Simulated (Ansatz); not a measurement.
Start from SnO₂ in the rutile structure (space group P4_2/mnm, No. 136; a = 4.722 Å, c = 3.190 Å). Axes: x, y, z lie along a, b, c of the conventional cell.

One thing is altered: tensile biaxial strain of 1.20 % in the plane normal to [001], as in epitaxy on a mismatched substrate; the out-of-plane cell vector and the atoms relax.

Calculations: Ansatz (a first-principles code) LDA, spin-orbit coupling left out.

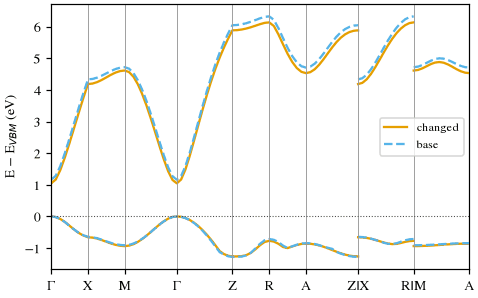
Highest valence and lowest conduction band along the path, each from its own valence-band maximum

Task: Read the changed gap and its character from the plot.

Result: About 1.0 eV, direct at Γ.

No phonon test of stability was made.
